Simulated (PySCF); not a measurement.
# C4F6, SMILES `FC(F)=C(F)C(F)=C(F)F`: electronic structure

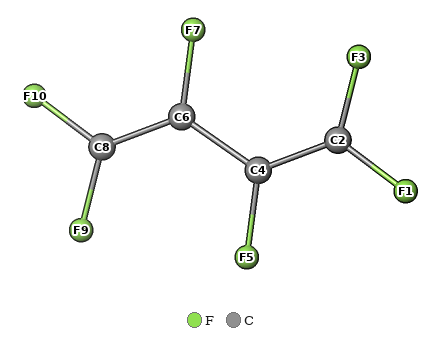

The molecule, with its atoms numbered as below. No frequency check shows the geometry to be a minimum.

Cartesian coordinates (Å):

```
F1      -2.9255    0.7182    0.0000
C2      -1.8611   -0.0564    0.0000
F3      -2.1948   -1.3280    0.0000
C4      -0.6023    0.4062    0.0000
F5      -0.4156    1.7336    0.0000
C6       0.6023   -0.4062    0.0000
F7       0.4156   -1.7336    0.0000
C8       1.8611    0.0564    0.0000
F9       2.1948    1.3280    0.0000
F10      2.9255   -0.7182    0.0000
```

## 1. Bonding charge

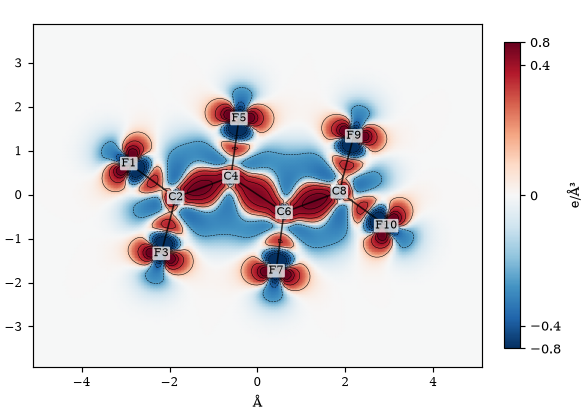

Deformation density (molecule less spherical, spin-averaged free atoms) in the molecular plane; colour scale in e/Å³, logarithmic beyond ±0.1; red: gain, blue: loss.

Computed with PySCF, ωB97X/6-31G*, geometry: GFN2-xTB.

Question: How much density has each bond in this plane gained at its critical point, relative to the free atoms?

Answer: C2–C4 and C6–C8: +0.72 e/Å³ at the bond critical point (bond length 1.34 Å, Mayer order 1.6). C4–C6: +0.59 e/Å³ at the bond critical point (bond length 1.45 Å, Mayer order 1.0). C2–F3 and C8–F9: +0.10 e/Å³ at the bond critical point (bond length 1.31 Å, Mayer order 1.0); up to 0.6 Å beside the axis the gain reaches +0.28 e/Å³. F1–C2 and C8–F10: +0.10 e/Å³ at the bond critical point (bond length 1.32 Å, Mayer order 1.0); up to 0.6 Å beside the axis the gain reaches +0.27 e/Å³. C4–F5 and C6–F7: +0.01 e/Å³ at the bond critical point (bond length 1.34 Å, Mayer order 1.0); up to 0.6 Å beside the axis the gain reaches +0.21 e/Å³. In all, 2.3 electrons gather in the regions of gain relative to the promolecule. A small or negative value marks a very polar bond, one between electron-rich atoms, whose free-atom densities already overlap strongly, a long bond to a heavier atom, or a closed-shell contact such as a hydrogen bond.

Question: Where do the Hirshfeld charges lie?

Answer: The highest Hirshfeld charge is on C2 and C8 (+0.15 e), the lowest on F5 and F7 (−0.07 e).

## 2. Bond critical points

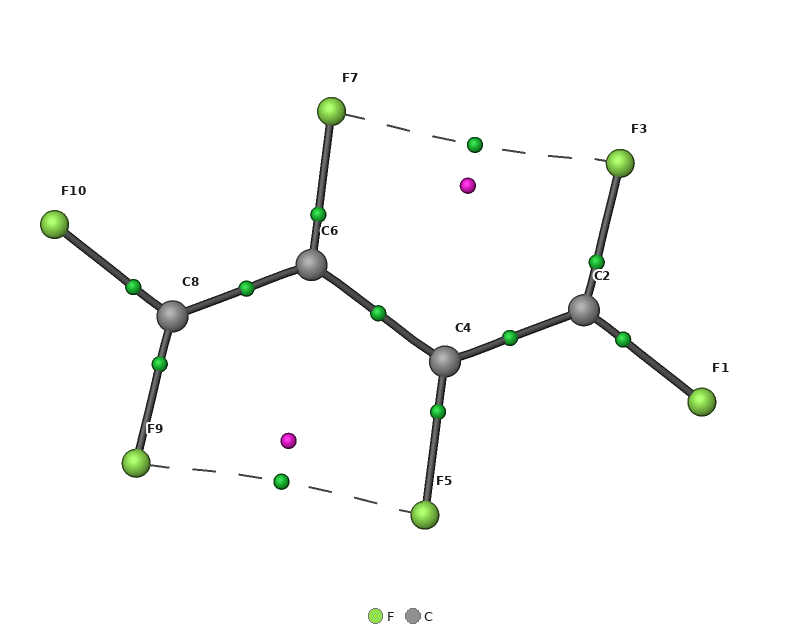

Molecular graph of the electron density (QTAIM): bond paths, bond critical points (green), ring points (magenta, if any); weak paths are dashed.

Question: How many critical points of each kind are there, and does the count close?

Answer: 10 nuclei, 11 bond, 2 ring and 0 cage critical points: 10 − 11 + 2 − 0 = 1, as the Poincaré–Hopf relation requires.

Question: Give the properties at the bond critical points.

Answer:
| bond | length (Å) | ρ (a.u.) | ∇²ρ (a.u.) | ε | H (a.u.) |
| --- | --- | --- | --- | --- | --- |
| C2–C4 (2 alike) | 1.341 | 0.344 | −1.02 | 0.82 | −0.399 |
| C4–C6 | 1.453 | 0.286 | −0.78 | 0.25 | −0.263 |
| C2–F3 (2 alike) | 1.315 | 0.283 | +0.21 | 0.23 | −0.411 |
| F1–C2 (2 alike) | 1.316 | 0.282 | +0.19 | 0.23 | −0.409 |
| C4–F5 (2 alike) | 1.340 | 0.262 | +0.20 | 0.11 | −0.370 |
| F3–F7 (2 alike) | 2.642 | 0.013 | +0.06 | 0.28 | +0.001 |

Question: What kind of interaction is F1–C2?

Answer: Polar or intermediate (positive Laplacian, negative energy density H): ρ = 0.282, ∇²ρ = +0.19, H = −0.409 a.u. Its ellipticity of 0.23 shows that the density isn't cylindrical about the bond.

Question: Are there bond paths between atoms that aren't covalently bonded?

Answer: Yes: F3–F7 and F5–F9 (2.64 Å, ρ = 0.013).

## 3. Electrostatic potential

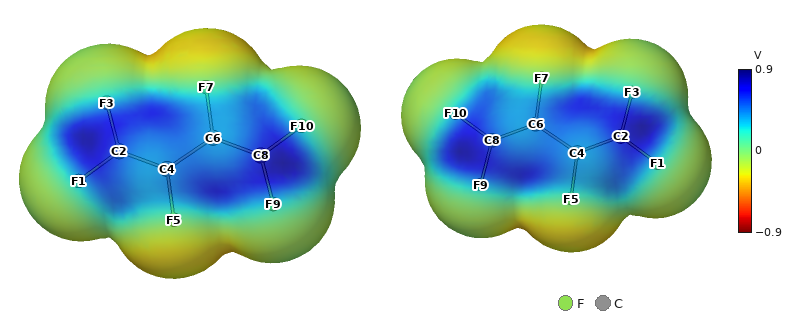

Electrostatic potential on the surface of electron density 0.001 a.u. (back view left, front view right).

Question: Where are the extremes of the potential on the surface?

Answer: Highest: 0.85 V, off the C8–F10 bond (1.8 to 1.9 Å from its atoms), and at like points elsewhere. Further maxima include 0.68 V, near F5 (1.90 Å), C4 (2.01 Å) and C6 (2.04 Å). Lowest: −0.37 V, near F7 (1.61 Å) and F3 (1.81 Å), and at like points elsewhere. Further minima include −0.32 V, 1.6 Å from F7, and at like points elsewhere; −0.14 V, 1.6 Å from F10. The surface is sampled at points, so like sites can differ by a few per cent and only the strongest of them is named.

## 4. Excited states

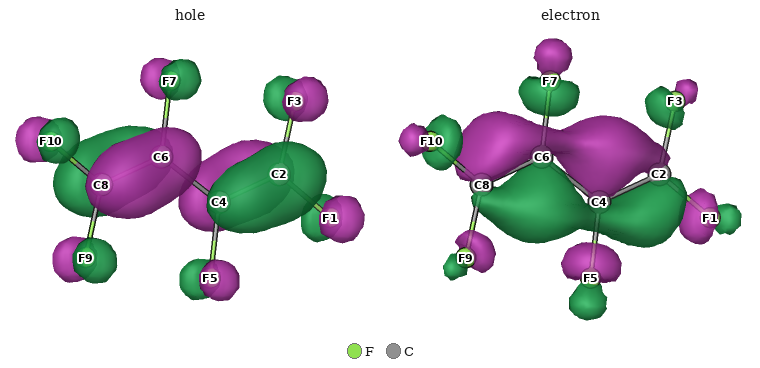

Leading natural transition orbital pair of T₃ (full linear response triplet states); the surfaces enclose about 70 % of each orbital's density.

Level of theory: CAM-B3LYP/6-31G* (PySCF), at a geometry from GFN2-xTB. Without diffuse functions Rydberg states are missing, so the states' numbers hold for this basis only.

Question: Characterise the state.

Answer: 5.44 eV (228 nm), spin-forbidden from the singlet ground state, π → σ*; the leading pair carries 96 %; hole on C2 and C8 (20 % each), C4 and C6 (16 % each) and F1, F3, F9 and F10 (5 % each), electron on C4 and C6 (19 % each), C2 and C8 (12 % each) and F5 and F7 (11 % each); their centroids lie 0.0 Å apart. In canonical orbitals it is mainly HOMO → LUMO+1 (96 %). The HOMO–LUMO gap is 8.26 eV.

## 5. Removing or adding an electron

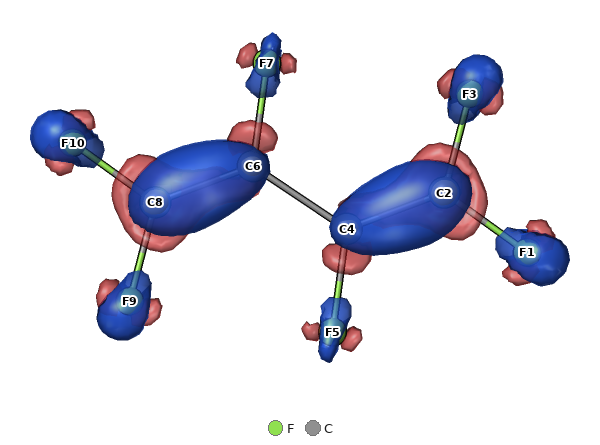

Fukui function f⁻ = ρ(N) − ρ(N−1) at fixed geometry, surfaces at ±0.04 e/Å³ (blue positive, red negative).

Method: PBE0/6-31+G*; geometry: GFN2-xTB; program: PySCF.

Question: On which atoms does the density change most on removal of an electron?

Answer: f⁻ (Hirshfeld-condensed) is largest on C2 and C8 (0.14 each), C4 and C6 (0.10 each) and F1 and F10 (0.10 each); the vertical ionisation energy is 9.24 eV (the stability of the cation's solution wasn't checked). Condensed values hint at sites of electrophilic attack but needn't mark the atom that reacts. Shares this close don't rank the sites. Orbital relaxation makes it negative in places (0.16 e in all).

```
atom     f⁻  charge
  F1  +0.10   −0.06
  C2  +0.14   +0.16
  F3  +0.09   −0.06
  C4  +0.10   +0.03
  F5  +0.07   −0.07
  C6  +0.10   +0.03
  F7  +0.07   −0.07
  C8  +0.14   +0.16
  F9  +0.09   −0.06
 F10  +0.10   −0.06
```

## 6. Localised orbitals

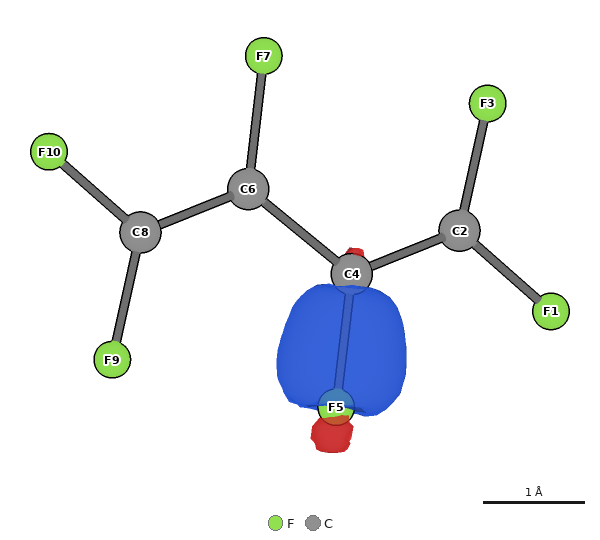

Intrinsic bond orbitals (IBO), occupied; each surface holds about 80 % of the orbital's density. Energies are diagonal elements of the Fock matrix.

Computed with PySCF, ωB97X/6-311G**, geometry: GFN2-xTB.

Question: What does this orbital represent?

Answer: σ bond F5–C4 (F5 68 %, C4 32 %; −28.9 eV).

## 7. The π system

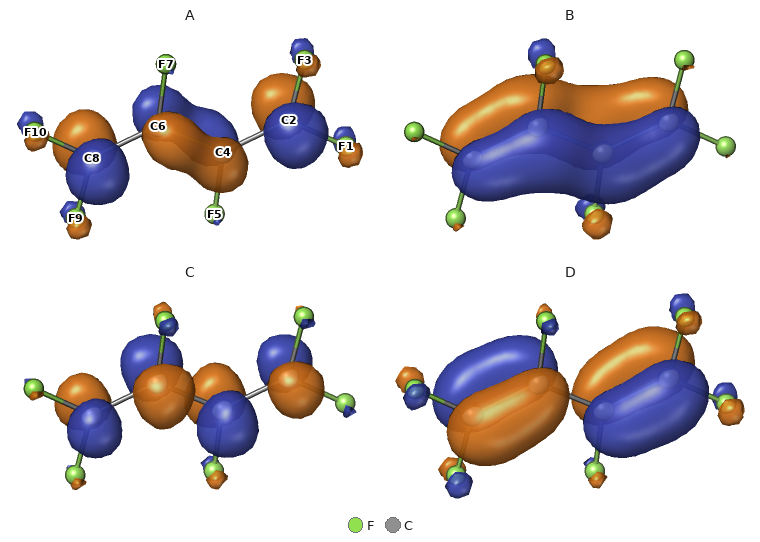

Natural orbitals of the π active space, CASSCF(4,4), singlet state, in random order.

Level of theory: def2-SVP basis (PySCF), at a geometry from GFN2-xTB.

Question: Which orbitals are strongly, which singly and which weakly occupied?

Answer: Strongly: B (1.94), D (1.89). Weakly: A (0.11), C (0.06). Broadly, orbitals with more nodes between bonded atoms hold fewer electrons.

Question: How multiconfigurational is the state?

Answer: The leading determinant weighs 0.91; the effective number of unpaired electrons, Σ n²(2−n)², is 0.12; the most occupied of the weakly occupied orbitals holds 0.11 e, as in an ordinary closed-shell π system. The active space lowers the energy by 1.59 eV against Hartree–Fock.

Question: Where does the lowest triplet lie relative to the singlet, at this geometry and within this active space?

Answer: 3.59 eV above it by strongly contracted NEVPT2 (+3.74 eV by CASSCF); a small basis tends to put such gaps a few tenths of an eV too high. This is a vertical energy for π states alone; a state that uses lone pairs or σ orbitals may lie lower.

The PySCF runs shown took 13 s, 11 min, 95 s, 19 s and 66 s on 1 thread of Intel(R) Xeon(R) 6975P-C (Granite Rapids), on a shared host.
